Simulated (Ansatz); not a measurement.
# Errors in the atomisation enthalpy at 298 K

10 molecules with halogens; the atomisation enthalpy at 298 K in kJ/mol, computed less measured. Shapes, held fixed at every level: PBE0-D4/def2-TZVP. Flexible molecules stand in one conformer, not always the lowest. Thermal terms are harmonic and unscaled (PBE0-D4/def2-TZVP); the spin-orbit lowering of the free atoms is taken from their spectra. Programs: Ansatz 0.2.0. Measured values: Active Thermochemical Tables, CRC Handbook of Chemistry and Physics, NIST-JANAF tables.

Levels: A = HF/def2-TZVPP; B = SPW92/def2-TZVPP; C = MP2/def2-SVP.

```csv
molecule,from tabulated heats,A,B,C
BOF (fluoro(oxo)borane),1501,-454,+243,+8
SiH2Br2 (dibromosilane),1300,-335,+167,-94
CH2ClF (chlorofluoromethane),1617,-497,+298,-73
SiH2Cl2 (dichlorosilane (DCS)),1449,-353,+162,-119
SiHI3 (triiodosilane),1063,-373,+192,-106
C2H3BrO (SMILES CC(=O)Br),2639,-834,+474,-76
C2H3ClO (acetyl chloride),2700,-833,+480,-77
C2H3IO (acetyl iodide),2570,-837,+467,-83
C2Br2ClF3 (SMILES FC(F)(Br)C(F)(Cl)Br),2673,-1109,+682,-92
C3H7Cl (2-chloropropane),3943,-1014,+548,-155
```

Problem. Sum up the errors.

Solution. 
```tsv
level	kind	mean error	mean absolute error	worst case
HF/def2-TZVPP	Hartree–Fock	-663.9	663.9	C2Br2ClF3
SPW92/def2-TZVPP	LDA	+371.3	371.3	C2Br2ClF3
MP2/def2-SVP	perturbation theory	-86.7	88.3	C3H7Cl
```

On this set MP2/def2-SVP has the smallest mean absolute error and HF/def2-TZVPP the largest. HF/def2-TZVPP is too low in 10 of 10; SPW92/def2-TZVPP is too high in 10 of 10; MP2/def2-SVP is too low in 9 of 10. The heats of SiH2Cl2 (dichlorosilane (DCS)), C2H3BrO (acetyl bromide), C2H3IO (acetyl iodide), C3H7Cl (2-chloropropane) come from older tables and can be uncertain by 10 kJ/mol or more. The molecules' own spin-orbit lowering is left out, so errors for iodides read a little too negative. Heats of the atoms come from ATcT where it has them, that of boron, 570 kJ/mol, from recent work. The levels differ in basis as well as in method. The tabulated values of BOF, SiH2Br2, SiHI3, C2Br2ClF3 are in doubt (older tables, estimates, or at odds with other calculations) and kept here. Over the 6 molecules whose values aren't doubted the mean absolute errors are A 728.0; B 404.8; C 97.2. For HF/def2-TZVPP and SPW92/def2-TZVPP the error tends to grow with the atomisation enthalpy. Hartree–Fock lacks correlation and underbinds. Correlated wave functions converge slowly with the basis. For atoms past krypton def2 sets carry core potentials with scalar relativity. Relativity is left out for Br. Outer-core shells of Br, I are correlated, in sets that cover them unevenly. The set is small.

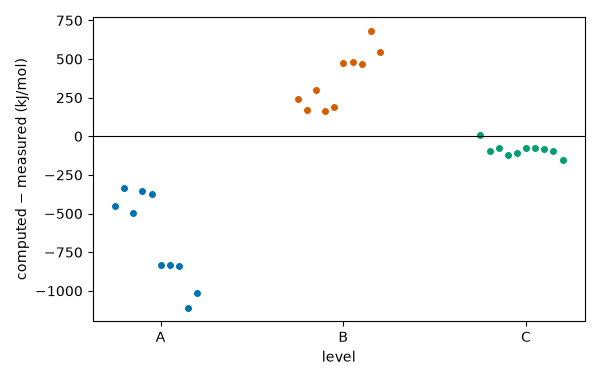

Errors of each level, one point a molecule.
